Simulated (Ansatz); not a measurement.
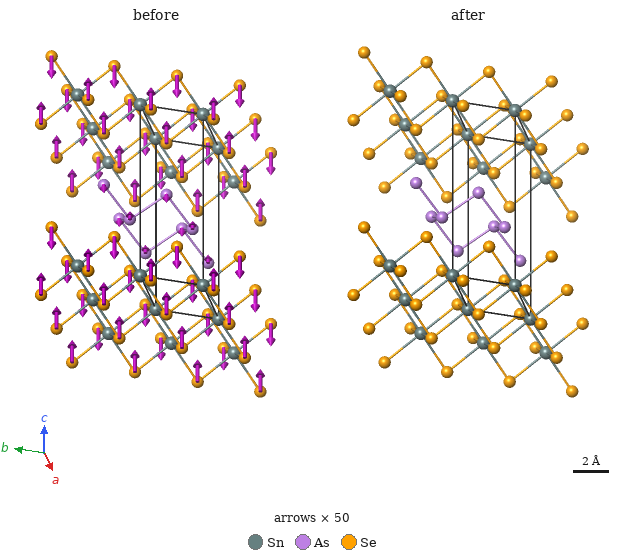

The structure of a crystal of SnAs2Se2 (a generated structure, set up in P-3m1) before (left) and after (right) a relaxation, at one scale. The purple arrows give the displacements (the part carried along by the change of the cell is left out), 50 times their true length.

The picture is a ball-and-stick view of the cell of the calculation, repeated 2 × 2 × 1 with one cell outlined, seen from a free direction.

These are results of Ansatz, DFT PBE+D3(BJ), scalar-relativistic, plane waves, PAW, not measurements.

Input
```yaml
crystal:
  lattice:
    - [3.739609159, 0.0, 0.0]
    - [-1.8698045795, 3.2385965319, 0.0]
    - [0.0, 0.0, 11.5660867787]
  atoms:
    - { symbol: Sn, position: [0.0, 0.0, 0.0] }
    - { symbol: As, position: [0.3333333333, 0.6666666667, 0.5580599207] }
    - { symbol: As, position: [0.6666666667, 0.3333333333, 0.4419400793] }
    - { symbol: Se, position: [0.6666666667, 0.3333333333, 0.1410876198] }
    - { symbol: Se, position: [0.3333333333, 0.6666666667, 0.8589123802] }
basis:
  ecutwfc: 420
kpoints:
  mp_grid: { grid: [12, 12, 4] }
hamiltonian:
  xc: pbe
  dispersion: d3bj
scf:
  occupations: { method: gaussian, width: 0.1 }
output:
  forces: true
  stress: true
  eigenvalues: true
  write_density: true
  write_potential: true
  elf: true
  volumetric_format: npy
relax:
  adjacent_minimum: "off"
  f_tol: 0.01
  max_steps: 80
  cell: { stress_tol: 0.05 }
```

Run as
```bash
ansatz run input.yaml --threads 1 --pin off --max-ram 2560MiB --backend cpu --events-out ev --progress --plain --runs-dir out
```

Question: What changed between the two?

Answer: The largest moves relative to the cell, 0.031 Å, are those of Se4 and Se5. Se4 goes along −c. By element the largest moves are Se 0.031 Å, As 0.011 Å. Sn stays in place. The volume changes by +1.6 %, with a = b 3.740 → 3.727 Å (−0.3 %), c 11.566 → 11.827 Å (+2.3 %). The space group stays P-3m1 (No. 164). Over 4 accepted moves (5 points after the start) the energy falls by 4.5 meV per cell of the calculation. Largest force component: 0.026 eV/Å at the start, 0.0022 eV/Å at the end. The pressure goes from 0.09 to −0.01 GPa. At 1 point the geometry stayed and the basis and grid were re-selected for the new cell (energy shift of 0.4 meV per cell of the calculation at most each time). Cost: 2.9 min on 1 thread of Arm Neoverse V1, with other jobs on the host, peak memory 0.63 GiB.
